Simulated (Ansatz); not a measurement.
ClH$_{2}$NO$_{2}$W

Input

```
crystal:
  periodic: [false, false, false]
  atoms:
    - {symbol: N, position_ang: [-0.681015, 0.605687, 0.796485]}
    - {symbol: W, position_ang: [0.392790, -0.406970, -0.443699]}
    - {symbol: O, position_ang: [1.646258, -1.149881, 0.436019]}
    - {symbol: O, position_ang: [-0.606333, -1.584495, -1.159366]}
    - {symbol: Cl, position_ang: [1.275813, 0.935874, -2.056178]}
    - {symbol: H, position_ang: [-1.686910, 0.670027, 0.736573]}
    - {symbol: H, position_ang: [-0.340592, 0.929758, 1.690154]}
basis:
  gaussian: {orbitals: def2-TZVPP}
hamiltonian: {xc: pbe0, dispersion: d4}
output: {orbitals: {seedname: orbitals}}
```

Run with:

```sh
ansatz run in.yaml --threads 4 --pin off --events-out ev --progress --plain --max-ram 10444MiB
```

Geometry: PBE0-D4/def2-TZVP; core potentials replace the inner electrons of W.

Method: RKS PBE0-D4/def2-TZVPP (Ansatz).

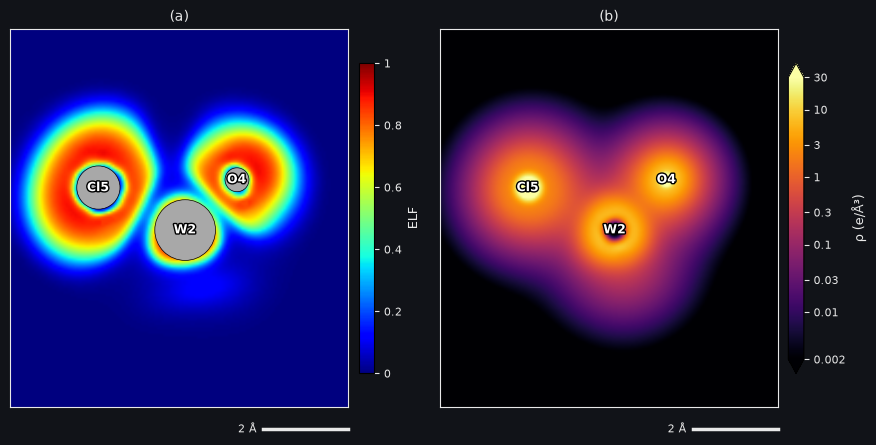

Figure 1. (a) ELF; (b) electron density on the plane of atoms O4, W2 and Cl5. Grey discs cover the atomic cores in the ELF map.

> Interpret the plot.

Atoms in the plane: W, O and Cl.
W–O (1.70 Å): the density is about 1.9 e/Å³ at the midpoint; the ELF peaks at about 0.80 in the valence shell of O, 0.5 Å from its nucleus, and drops to about 0.40 between the two atoms.
W–Cl (2.28 Å): the density is about 0.75 e/Å³ at the midpoint; the ELF peaks at about 0.80 in the valence shell of Cl, 0.8 Å from its nucleus, and is about 0.45 at the midpoint.

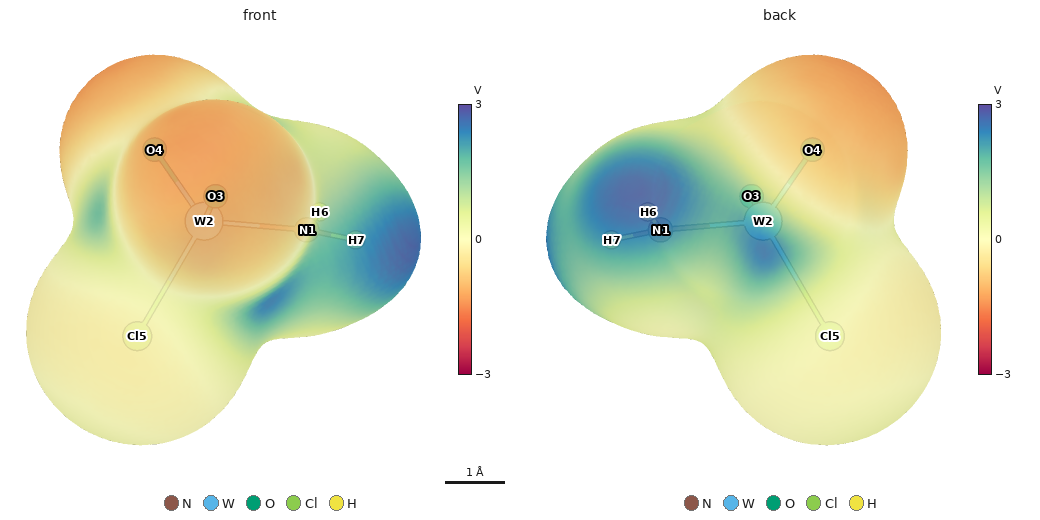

Figure 2. The electrostatic potential painted on the density surface at 0.002 e/bohr³, seen from the front and from behind; the colour scale runs from red (negative) to blue (positive).

> Where is the surface potential most negative and most positive?

The most negative region (about −1.3 V, or −30 kcal/mol for a unit charge) lies over O3 and O4, the most positive (about +2.8 V, or +65 kcal/mol for a unit charge) over H6 and H7.

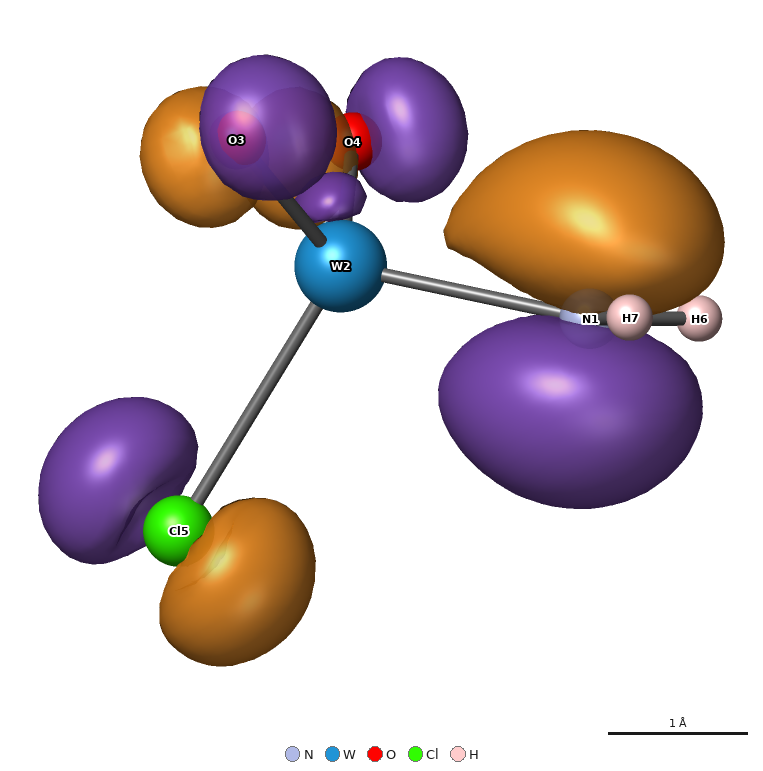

Figure 3. One frontier orbital at ±0.15 Å⁻³ᐟ² (orange and purple are the two phases), seen at a tilt.

> Which orbital is it: HOMO or LUMO?

The HOMO, at −8.95 eV. Its weight (Hirshfeld) is mainly on N1 (about 50 %), Cl5 (about 15 %), W2 (about 10 %), O3 (about 10 %) and O4 (about 10 %); largely a combination of lone pairs on N1, Cl5, O3 and O4.
